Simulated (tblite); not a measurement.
# C46H48B2S2: the cost of one run

Computed with tblite 0.8.0 and PySCF 2.14.0 and routines of our own; the level stands in each step. Atoms count from 0.

## (1) The starting structure

98 atoms, charge 0, multiplicity 1; geometry from: force field, distance geometry or constructed start.

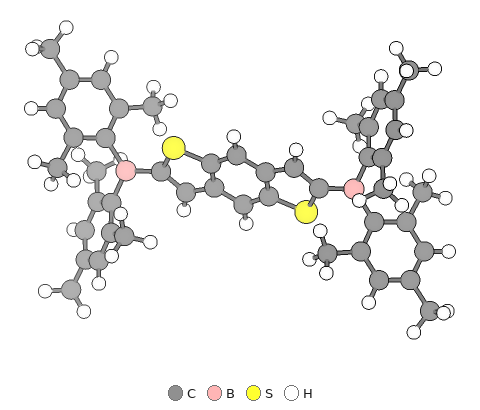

The starting geometry (carbon grey, boron pink, sulfur yellow, hydrogen white).

## (2) Geometry optimisation with GFN2-xTB

What the job is given:

```
{"job": {"kind": "relax", "xc": "GFN2-xTB", "basis": "xTB"}, "charge": 0, "multiplicity": 1}
C      7.970400    -4.315400     3.327900
C      7.204500    -3.307000     2.503800
C      7.548400    -3.100900     1.173000
C      6.856700    -2.147900     0.388500
C      7.250500    -2.012100    -1.052400
C      5.828400    -1.363500     0.984900
B      5.050200    -0.268000     0.119700
C      3.481600    -0.281400     0.099300
C      2.661600     0.821500    -0.126300
C      1.297000     0.496300    -0.105100
C      0.234100     1.388800    -0.301000
C     -1.059100     0.855700    -0.241500
S     -2.520400     1.661700    -0.421300
C     -3.476000     0.283500    -0.212300
B     -5.052300     0.274800    -0.234600
C     -5.833700     1.363300    -1.093100
C     -6.857100     2.154000    -0.505700
C     -7.252500     2.007600     0.942900
C     -7.543900     3.100100    -1.281600
C     -7.205100     3.309900    -2.620100
C     -7.967900     4.316600    -3.440300
C     -6.213400     2.530400    -3.214100
C     -5.527400     1.550700    -2.474000
C     -4.491400     0.730900    -3.216700
C     -5.844100    -0.827100     0.613700
C     -5.563700    -1.028600     1.997800
C     -4.519000    -0.224000     2.747200
C     -6.249500    -2.015400     2.713800
C     -7.239800    -2.787100     2.102600
C     -8.007500    -3.796800     2.910000
C     -7.558800    -2.562400     0.764000
C     -6.868700    -1.610100     0.003200
C     -7.247800    -1.457800    -1.451900
C     -2.656900    -0.824900     0.017900
C     -1.298700    -0.495400    -0.008400
C     -0.235700    -1.387900     0.184200
C      1.055700    -0.857700     0.125500
S      2.517900    -1.658600     0.311900
C      5.845600     0.825900    -0.724200
C      6.861900     1.614800    -0.112800
C      7.246600     1.455300     1.342800
C      7.568400     2.557600    -0.872100
C      7.245400     2.789100    -2.218900
C      8.011400     3.797500    -3.018700
C      6.245400     2.018300    -2.821100
C      5.556000     1.029700    -2.110000
C      4.522400     0.227100    -2.860000
C      5.530300    -1.544000     2.370900
C      4.488600    -0.735400     3.103700
C      6.214200    -2.528900     3.104000
H      8.310500    -5.164500     2.698100
H      8.853900    -3.821300     3.791200
H      7.321400    -4.732300     4.132500
H      8.334700    -3.689500     0.726700
H      7.808600    -1.063700    -1.203000
H      6.351300    -2.025000    -1.702300
H      7.911600    -2.851300    -1.389500
H      3.035900     1.833200    -0.295800
H      0.404300     2.442900    -0.479400
H     -6.352700     2.030300     1.590100
H     -7.908800     2.846800     1.277100
H     -7.804000     1.062600     1.091000
H     -8.336500     3.688500    -0.840900
H     -8.846500     3.824800    -3.904300
H     -7.315500     4.736000    -4.241500
H     -8.318300     5.157500    -2.805900
H     -5.973200     2.683000    -4.262300
H     -3.501900     1.242900    -3.144400
H     -4.400800    -0.298500    -2.818100
H     -4.757000     0.628100    -4.282700
H     -3.532200    -0.726300     2.667200
H     -4.782800    -0.158400     3.827900
H     -4.443900     0.812500     2.377300
H     -6.022200    -2.173100     3.761900
H     -7.368700    -4.225300     3.707300
H     -8.344100    -4.635100     2.260100
H     -8.895200    -3.308700     3.366300
H     -8.354000    -3.144100     0.315100
H     -7.897300    -2.293700    -1.798600
H     -7.804500    -0.514100    -1.593700
H     -6.342900    -1.471200    -2.088800
H     -3.037400    -1.828300     0.185300
H     -0.402400    -2.444900     0.377000
H      7.892900     2.288400     1.683500
H      6.332800     1.475700     1.978700
H      7.799200     0.514800     1.486700
H      8.355900     3.144400    -0.419900
H      8.346600     4.636700    -2.371900
H      8.893900     3.312800    -3.474700
H      7.374500     4.227200    -3.823700
H      6.025300     2.183600    -3.869100
H      4.448700    -0.815900    -2.487600
H      4.777100     0.159400    -3.937700
H      3.535700     0.720600    -2.776700
H      3.504500    -1.242400     3.038700
H      4.754900    -0.632100     4.177300
H      4.393200     0.292900     2.700900
H      5.975200    -2.679200     4.147000
```

Run with:

```bash
OMP_NUM_THREADS=8 python large_run.py task.json out
```

The driver reads the jobs from task.json and runs them one after another.

**Question.** How long does this first job take on 8 threads of Intel Xeon Platinum 8488C, shared host, and how much memory does it need?

About 13 s, with a peak of 0.2 GiB.
